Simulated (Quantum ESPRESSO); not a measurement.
# Refining one setting for MgSi (P1, 12 atoms in the cell)

```
CELL_PARAMETERS angstrom
      4.70831     0.00000     0.00000
      1.25555     5.45916     0.00000
      1.35345     1.18994     8.54285
ATOMIC_POSITIONS crystal
  Mg 0.59500 0.10505 0.93882
  Mg 0.62026 0.76731 0.25074
  Mg 0.05446 0.02690 0.42410
  Mg 0.58585 0.45841 0.56892
  Mg 0.05144 0.39722 0.08903
  Mg 0.09311 0.26732 0.74041
  Si 0.06548 0.76179 0.76350
  Si 0.13082 0.52507 0.40129
  Si 0.56477 0.60903 0.89363
  Si 0.12516 0.88945 0.02475
  Si 0.57544 0.93115 0.64374
  Si 0.53827 0.26136 0.26096
```

Computed with PBEsol, GBRV 1.5 ultrasoft (PBESOL) pseudopotentials (plane waves; Quantum ESPRESSO 7.5).

The starting cell comes from a database of computed structures (which also holds hypothetical and non-ambient phases and stackings), without a prior relaxation at this level. Without a gap this mesh is coarse (it stands for a supercell whose shortest vector is 17 Å).

Held fixed: occupations = smearing; smearing = methfessel-paxton; degauss = 0.0099958 Ry; potentials = {Mg: mg_pbesol_v1.4.uspp.F.UPF, Si: si_pbesol_v1.uspp.F.UPF}; K_POINTS = automatic 4 3 2 0 0 0; conv_thr = 1e-08 Ry. Moved along with it: ecutrho.

ΔF is the free energy per atom less that of the last row (80 Ry).

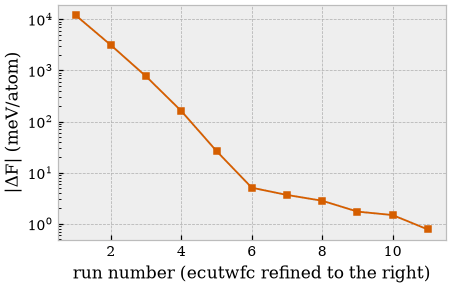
Figure: Size of the energy error against the last run of the series; values under 0.01 meV/atom are drawn at 0.01.

| ecutwfc | ΔF (meV/atom) | pressure (GPa) | largest force (eV/Å) | plane waves | iterations |
|---|---|---|---|---|---|
| 16 Ry | 11937.1 | -373.81 | 0.541 | 1617 | 13 |
| 20 Ry | 3110.3 | -125.59 | 0.555 | 2248 | 12 |
| 24 Ry | 760.4 | -40.36 | 0.575 | 2956 | 12 |
| 28 Ry | 160.1 | -12.08 | 0.577 | 3728 | 12 |
| 32 Ry | 26.4 | -3.46 | 0.578 | 4568 | 12 |
| 36 Ry | 5.1 | -1.37 | 0.579 | 5432 | 12 |
| 40 Ry | 3.7 | -1.10 | 0.579 | 6354 | 12 |
| 46 Ry | 2.8 | -1.16 | 0.579 | 7828 | 12 |
| 52 Ry | 1.73 | -1.13 | 0.579 | 9398 | 12 |
| 60 Ry | 1.48 | -1.11 | 0.579 | 11643 | 12 |
| 70 Ry | 0.77 | -1.15 | 0.579 | 14678 | 12 |
| 80 Ry | 0.00 | -1.13 | 0.579 | 17924 | 12 |

Pressure within 1 GPa of the last row: from ecutwfc = 36 Ry on; the one before it is off by 2.3 GPa. The value it settles on is -1.1 GPa at this level of theory and with the other settings as held.

Energy within 1 meV/atom of the last row: from ecutwfc = 70 Ry on; the one before it is off by 1.5 meV/atom. Only the last setting checks this, so the series should go further.
